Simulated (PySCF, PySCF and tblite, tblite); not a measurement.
# C9H14O: conformers and averaged spectra, part 2 of 2

PySCF and tblite. Atoms count from 0. Earlier steps stand in the parts before.

## 8. Shieldings, conformer 3: PBE0/pcSseg-1 in acetonitrile

The job: settings as JSON, then the geometry in Å.

```
{"job": {"xc": "PBE0", "basis": "pcSseg-1", "solvent": "acetonitrile", "kind": "nmr", "pop": false}, "charge": 0, "multiplicity": 1}
O      3.824644     0.604146     0.018654
C      2.655254     0.315251     0.061351
C      2.084248    -0.922571    -0.589260
C      0.639183    -0.699759    -1.022732
C     -0.283588    -0.422861     0.175943
C     -1.482179     0.390712    -0.266176
C     -2.781943     0.274974     0.471092
C     -2.652609    -0.285926    -0.912635
C      0.480472     0.295569     1.303640
C      1.619376     1.156769     0.768144
H      2.135500    -1.732577     0.143916
H      2.715025    -1.207078    -1.433159
H      0.277940    -1.571862    -1.569644
H      0.606626     0.148070    -1.710615
H     -0.650279    -1.377046     0.567895
H     -1.222963     1.374810    -0.639984
H     -3.377826     1.163534     0.613411
H     -2.837541    -0.419417     1.295796
H     -3.159692     0.215704    -1.722452
H     -2.620734    -1.359295    -1.022178
H      0.898705    -0.439461     1.994266
H     -0.216047     0.915702     1.870496
H      2.101122     1.721927     1.567850
H      1.235571     1.880450     0.043934
```

The log of the run:

```text
coarse grid: 19544 points
cycle   1  E = -425.8330585540  dE =  1.536e+00  |g| = 8.052e-01  |ddm| = 4.391e+00
cycle   2  E = -425.6017047399  dE =  2.314e-01  |g| = 1.386e+00  |ddm| = 1.879e+00
cycle   3  E = -425.9605575589  dE = -3.589e-01  |g| = 1.792e-01  |ddm| = 1.344e+00
cycle   4  E = -425.9676405313  dE = -7.083e-03  |g| = 4.920e-02  |ddm| = 1.803e-01
cycle   5  E = -425.9681833796  dE = -5.428e-04  |g| = 8.666e-03  |ddm| = 4.993e-02
cycle   6  E = -425.9681981269  dE = -1.475e-05  |g| = 3.495e-03  |ddm| = 1.037e-02
cycle   7  E = -425.9682008501  dE = -2.723e-06  |g| = 6.979e-04  |ddm| = 3.545e-03
final grid: 187288 points
cycle   8  E = -426.0412129210  dE = -7.358e-05  |g| = 1.369e-02  |ddm| = 4.898e-02
cycle   9  E = -426.0411471934  dE =  6.573e-05  |g| = 2.312e-02  |ddm| = 2.891e-02
cycle  10  E = -426.0412527509  dE = -1.056e-04  |g| = 2.806e-03  |ddm| = 1.847e-02
cycle  11  E = -426.0412543649  dE = -1.614e-06  |g| = 2.399e-04  |ddm| = 2.232e-03
cycle  12  E = -426.0412543773  dE = -1.244e-08  |g| = 9.097e-05  |ddm| = 3.967e-04
cycle  13  E = -426.0412543790  dE = -1.637e-09  |g| = 3.760e-05  |ddm| = 1.169e-04
cycle  14  E = -426.0412543793  dE = -3.373e-10  |g| = 4.080e-06  |ddm| = 3.599e-05
converged SCF energy = -426.0412543793

GIAO shielding tensors (ppm)
atom      isotropic    diamagn.    paramagn.     s11        s22        s33       span
  0 O     -283.413     395.724    -679.137   -815.849   -367.620    333.230   1149.079
  1 C      -39.492     251.267    -290.759   -109.909   -106.150     97.584    207.493
  2 C      145.820     251.237    -105.417    132.701    137.594    167.166     34.465
  3 C      158.767     248.835     -90.068    141.743    157.650    176.908     35.165
  4 C      147.716     246.390     -98.674    130.316    147.604    165.227     34.912
  5 C      166.225     245.654     -79.428    129.353    157.118    212.205     82.852
  6 C      182.135     254.894     -72.759    151.532    177.656    217.217     65.685
  7 C      181.562     254.421     -72.859    152.687    177.692    214.306     61.619
  8 C      159.068     248.565     -89.497    145.533    156.819    174.852     29.319
  9 C      148.059     250.806    -102.747    134.132    135.917    174.129     39.996
 10 H       29.263      30.008      -0.745     25.448     27.629     34.713      9.265
 11 H       29.471      29.169       0.302     24.446     28.507     35.460     11.014
 12 H       29.512      31.917      -2.405     23.590     29.594     35.353     11.762
 13 H       30.164      32.579      -2.415     25.664     30.289     34.539      8.874
 14 H       30.778      34.599      -3.821     27.168     30.012     35.153      7.985
 15 H       30.858      32.459      -1.601     24.055     30.053     38.466     14.411
 16 H       31.240      30.519       0.721     25.528     26.328     41.865     16.337
 17 H       31.545      32.035      -0.490     25.964     28.782     39.889     13.926
 18 H       31.142      30.460       0.683     25.426     26.292     41.708     16.282
 19 H       31.473      31.963      -0.491     25.918     28.739     39.761     13.843
 20 H       29.710      32.128      -2.418     25.264     27.447     36.419     11.154
 21 H       29.753      32.404      -2.652     23.992     30.537     34.730     10.738
 22 H       29.516      29.488       0.028     24.490     28.582     35.476     10.986
 23 H       29.037      30.904      -1.867     24.875     28.902     33.334      8.459
```

Wall time 58 s (1 thread of Arm Neoverse V1, shared host); peak memory 1.3 GiB.

Key values: HOMO -7.10 eV, LUMO -0.32 eV; dipole 4.03 D.

## 9. Shieldings, conformer 4: PBE0/pcSseg-1 in acetonitrile

The job: settings as JSON, then the geometry in Å.

```
{"job": {"xc": "PBE0", "basis": "pcSseg-1", "solvent": "acetonitrile", "kind": "nmr", "pop": false}, "charge": 0, "multiplicity": 1}
O      3.410918    -1.284676    -0.207329
C      2.526743    -0.543427     0.138499
C      1.665711    -0.790706     1.354281
C      0.179581    -0.760836     0.987324
C     -0.188174     0.560557     0.314160
C     -1.653070     0.687962    -0.072387
C     -2.771358    -0.034678     0.615567
C     -2.397113    -0.398568    -0.789251
C      0.675250     0.743061    -0.938709
C      2.167150     0.722907    -0.601235
H      1.875443    -0.003786     2.083355
H      1.932079    -1.751796     1.797026
H     -0.404943    -0.898510     1.898136
H     -0.034907    -1.593765     0.315937
H      0.039317     1.374033     1.015913
H     -1.886565     1.697125    -0.396637
H     -3.694413     0.500540     0.780754
H     -2.540604    -0.739004     1.398257
H     -3.063690    -0.120471    -1.591559
H     -1.905409    -1.344721    -0.951536
H      0.428222     1.688806    -1.425856
H      0.452890    -0.060552    -1.643998
H      2.405562     1.571945     0.044575
H      2.769642     0.798324    -1.507673
```

The log of the run:

```text
coarse grid: 19544 points
cycle   1  E = -425.8358330808  dE =  1.533e+00  |g| = 7.978e-01  |ddm| = 4.361e+00
cycle   2  E = -425.6109686731  dE =  2.249e-01  |g| = 1.370e+00  |ddm| = 1.819e+00
cycle   3  E = -425.9610560588  dE = -3.501e-01  |g| = 1.745e-01  |ddm| = 1.290e+00
cycle   4  E = -425.9677544936  dE = -6.698e-03  |g| = 4.962e-02  |ddm| = 1.732e-01
cycle   5  E = -425.9683017707  dE = -5.473e-04  |g| = 8.902e-03  |ddm| = 4.854e-02
cycle   6  E = -425.9683179509  dE = -1.618e-05  |g| = 3.269e-03  |ddm| = 1.018e-02
cycle   7  E = -425.9683202948  dE = -2.344e-06  |g| = 6.589e-04  |ddm| = 3.252e-03
final grid: 187288 points
cycle   8  E = -426.0432005629  dE = -7.799e-05  |g| = 1.401e-02  |ddm| = 4.992e-02
cycle   9  E = -426.0431327847  dE =  6.778e-05  |g| = 2.350e-02  |ddm| = 2.881e-02
cycle  10  E = -426.0432425903  dE = -1.098e-04  |g| = 2.917e-03  |ddm| = 1.829e-02
cycle  11  E = -426.0432443060  dE = -1.716e-06  |g| = 2.978e-04  |ddm| = 2.329e-03
cycle  12  E = -426.0432443245  dE = -1.854e-08  |g| = 9.540e-05  |ddm| = 4.374e-04
cycle  13  E = -426.0432443264  dE = -1.817e-09  |g| = 3.756e-05  |ddm| = 1.197e-04
cycle  14  E = -426.0432443267  dE = -3.346e-10  |g| = 4.512e-06  |ddm| = 3.471e-05
converged SCF energy = -426.0432443267

GIAO shielding tensors (ppm)
atom      isotropic    diamagn.    paramagn.     s11        s22        s33       span
  0 O     -286.250     396.642    -682.891   -814.685   -357.193    313.129   1127.814
  1 C      -36.478     249.042    -285.520   -108.793   -108.160    107.519    216.312
  2 C      142.149     249.977    -107.829    126.278    133.107    167.060     40.782
  3 C      157.320     249.020     -91.699    143.146    155.330    173.485     30.339
  4 C      148.957     247.354     -98.397    141.363    143.712    161.796     20.433
  5 C      168.813     246.101     -77.288    133.267    156.065    217.108     83.840
  6 C      184.966     255.784     -70.818    160.233    178.581    216.083     55.851
  7 C      187.268     253.010     -65.743    161.951    180.530    219.322     57.371
  8 C      148.153     249.201    -101.048    128.561    143.648    172.251     43.690
  9 C      141.521     250.518    -108.996    125.154    132.959    166.451     41.298
 10 H       29.081      29.683      -0.602     26.123     27.081     34.038      7.915
 11 H       29.523      29.593      -0.069     25.174     28.058     35.338     10.164
 12 H       30.003      32.439      -2.436     23.127     31.429     35.453     12.326
 13 H       30.758      32.973      -2.215     25.158     32.947     34.170      9.012
 14 H       29.418      33.732      -4.314     25.493     28.316     34.447      8.954
 15 H       30.627      31.918      -1.291     23.149     28.637     40.095     16.946
 16 H       31.291      30.025       1.266     24.973     26.348     42.553     17.581
 17 H       31.291      32.579      -1.288     24.512     30.345     39.015     14.503
 18 H       31.445      30.423       1.022     25.561     26.248     42.527     16.966
 19 H       31.554      32.340      -0.786     25.189     30.336     39.135     13.946
 20 H       29.459      32.258      -2.800     24.135     29.230     35.010     10.875
 21 H       30.156      33.009      -2.852     25.342     31.519     33.607      8.265
 22 H       28.982      29.718      -0.736     25.948     27.145     33.853      7.905
 23 H       29.476      29.591      -0.116     25.282     27.942     35.203      9.920
```

Run time: 59 s. Hardware: 1 thread of Arm Neoverse V1, shared host; peak memory 1.3 GiB.

In short: HOMO -7.09 eV, LUMO -0.40 eV; dipole 4.16 D.

## 10. The ensemble: properties at PBE0/pcSseg-1 in acetonitrile

The job: settings as JSON, then the geometry in Å.

```
{"job": {"study": "conf", "smiles": "O=C1CCC(C2CC2)CC1", "search": {"seed": 879, "n_embed": 90, "ff_keep": 18, "window": 3.0, "nmax": 7, "temps": [250, 273.15, 298.15, 323.15, 373.15], "t_ref": 298.15, "order": 0.002}, "level": {"nmr": {"xc": "PBE0", "basis": "pcSseg-1", "solvent": "acetonitrile"}}, "kind": "conf"}, "charge": 0, "multiplicity": 1}
O      3.717377     0.698263     0.849855
C      2.667359     0.251011     0.464555
C      1.927567     0.795626    -0.735423
C      0.477655     1.126602    -0.376170
C     -0.233058    -0.092056     0.214677
C     -1.673687     0.234331     0.544064
C     -2.699729    -0.857511     0.581949
C     -2.722924     0.154445    -0.523008
C      0.517826    -0.554007     1.464497
C      1.968422    -0.910073     1.133246
H      1.943130     0.031095    -1.516657
H      2.446038     1.680226    -1.108514
H     -0.050708     1.470341    -1.267639
H      0.463690     1.940090     0.352843
H     -0.219347    -0.901147    -0.524583
H     -1.778830     1.028623     1.273827
H     -3.471479    -0.817396     1.335069
H     -2.382346    -1.861071     0.341799
H     -3.510742     0.891669    -0.531348
H     -2.421255    -0.166356    -1.508635
H      0.018429    -1.421817     1.899800
H      0.504000     0.245583     2.208712
H      1.986314    -1.757292     0.442656
H      2.514563    -1.189416     2.035558
```

The log of the run:

```text
conformer  sym    E(xTB)   E(DFT)   G(298.15 K)  weight  dipole/D
    1     Cs      0.000    0.000    0.000   0.7295    4.122
    2     Cs      0.928    0.521    0.751   0.2055    4.170
    3     C1      2.280    3.157    2.607   0.0090    4.030
    4     C1      2.084    1.797    1.521   0.0560    4.160

mean shielding (ppm) by class
class atoms           250 K   273.15 K   298.15 K   323.15 K   373.15 K
  0 O  0           -287.006   -286.959    -286.91   -286.862   -286.771
  1 C  1            -36.437    -36.447    -36.459    -36.474    -36.507
  2 C  2,9           142.05    142.114    142.177    142.235    142.342
  3 C  3,8          149.623    149.713    149.814    149.919    150.134
  4 C  4            141.522    141.689     141.87    142.049    142.396
  5 C  5            168.654    168.731    168.799    168.854    168.932
  6 C  6,7          181.941    181.978    182.024    182.073    182.175
  7 H  10,22         29.187     29.192     29.196       29.2     29.205
  8 H  11,23         29.332     29.323     29.315     29.308     29.299
  9 H  12,20         29.491     29.498     29.506     29.513     29.526
 10 H  13,21         29.977     29.974     29.972     29.971     29.973
 11 H  14            30.949      30.93     30.909     30.886     30.841
 12 H  15             31.02     31.001     30.982     30.965     30.935
 13 H  16,18         31.172     31.173     31.173     31.175     31.178
 14 H  17,19          31.47     31.469     31.468     31.467     31.465
```

It took 4.1 min on 1 thread of Arm Neoverse V1, shared host. This counts the runs that the step sums up.

The search (ETKDG and KDG, MMFF94s, GFN2-xTB) embedded 90 structures, kept 6 distinct ones after the force field and 6 after xTB; 4 were carried on (window 3.0 kcal/mol at the search's own energies). Energies: PBE0/pcSseg-1 in acetonitrile with D3(BJ).

Conformer by conformer (298 K):

```
no.  group  mirror pair  ΔE xTB  ΔE DFT    ΔG  weight (%)  μ (D)  C3–C4–C5–C6 (°)     A, B, C (GHz)
  1     Cs           no    0.00    0.00  0.00        73.0   4.12              154  3.43, 0.74, 0.65
  2     Cs           no    0.93    0.52  0.75        20.5   4.17              153  2.91, 0.83, 0.75
  3     C1          yes    2.28    3.16  2.61         0.9   4.03              152  3.44, 0.74, 0.66
  4     C1          yes    2.08    1.80  1.52         5.6   4.16               26  3.08, 0.78, 0.71
```

Energies in kcal/mol. ΔG holds xTB vibrations and rotation, symmetry numbers and mirror pairs.

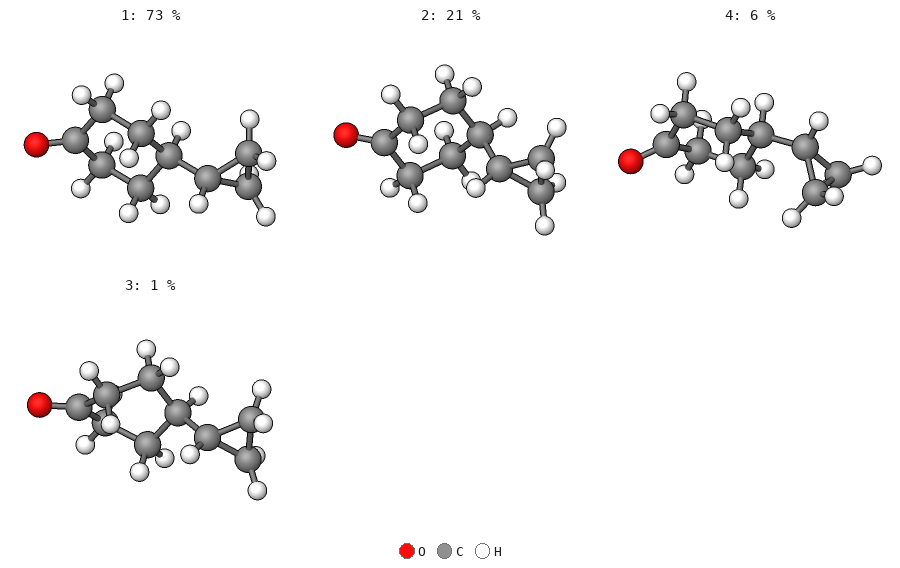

The conformers with their weights.

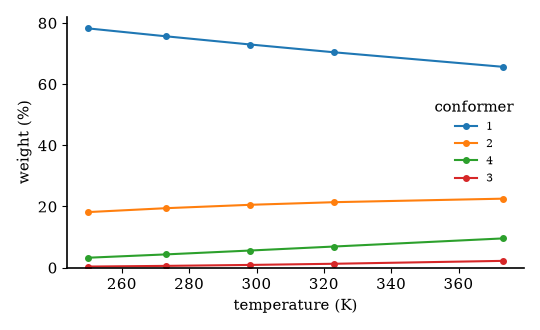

Weights against temperature.

How the weights hang on the way they are made:

```
                                  scheme    1   2   4   3  mean μ (D)
                         DFT free energy   73  21   6   1        4.13
            DFT energy, symmetry counted   66  27   6   1        4.14
                        DFT energy alone   68  28   3   0        4.14
            xTB energy, symmetry counted   76  16   5   3        4.13
                         xTB free energy   80  11   4   4        4.12
                   lowest conformer only  100   0   0   0        4.12
                           equal weights   25  25  25  25        4.12
conformers found from three starts alone   99   0   0   1        4.12
```

Shifts against references run at the same level (13C TMS 187.9, 1H TMS 31.69, 17O H2O 344.2 ppm of shielding), by class of atoms, at 298 K:

```csv
atoms,environment,no. 1,no. 2,no. 4,average
C1,ketone carbonyl carbon,224.3,224.4,224.3,224.3
C4,sp3 CH in a ring,47.5,43.0,38.9,46.0
"C2, C9",sp3 CH2 α to a carbonyl,46.5,42.9,46.0,45.7
"C3, C8",sp3 CH2 in a ring,38.8,36.6,35.1,38.0
C5,three-membered-ring carbon,20.2,14.9,19.1,19.1
"C6, C7",three-membered-ring carbon,5.9,6.6,1.7,5.8
"H10, H22",hydrogen on an sp3 CH2 α to a carbonyl,2.58,2.16,2.66,2.49
"H11, H23",hydrogen on an sp3 CH2 α to a carbonyl,2.23,2.94,2.19,2.38
"H12, H20",hydrogen on an sp3 CH2 in a ring,2.26,1.97,1.96,2.18
"H13, H21",hydrogen on an sp3 CH2 in a ring,1.62,2.21,1.23,1.72
H14,hydrogen on an sp3 CH in a ring,0.68,0.74,2.27,0.78
H15,hydrogen on a three-membered-ring carbon,0.48,1.43,1.06,0.71
"H16, H18",hydrogen on a three-membered-ring carbon,0.50,0.63,0.32,0.52
"H17, H19",hydrogen on a three-membered-ring carbon,0.21,0.25,0.27,0.22
O0,ketone oxygen,631.6,629.6,630.4,631.1
```

Effective distances for nuclear Overhauser effects, ⟨r⁻⁶⟩^(−1/6) over all pairs of two classes (Å): H10···H11 1.98; H12···H13 1.98; H16···H17 2.01; H12···H14 2.47; H15···H16 2.50; H14···H17 2.53; H10···H14 2.65; H13···H15 2.68.

## 11. What came out

What follows sums up all 2 parts.

| quantity | value |
| --- | --- |
| conformers | 4; the first in weight is no. 1 (Cs), 73 % at 298 K |
| root-mean-square dipole | 4.13 D |
| averaged 13C shifts (PBE0/pcSseg-1 in acetonitrile) | 224.3, 46.0, 45.7, 38.0, 19.1, 5.8 ppm |
| averaged 1H shifts (PBE0/pcSseg-1 in acetonitrile) | 2.49, 2.38, 2.18, 1.72, 0.78, 0.71, 0.52, 0.22 ppm |

**Reading.** Conformer 1 leads with 73 % at 298 K, and its share goes from 78 % at 250 K to 66 % at 373 K. Among conformers over 5 %, H14 differs by 1.59 ppm, while the average moves by 0.11 ppm from 250 to 373 K.
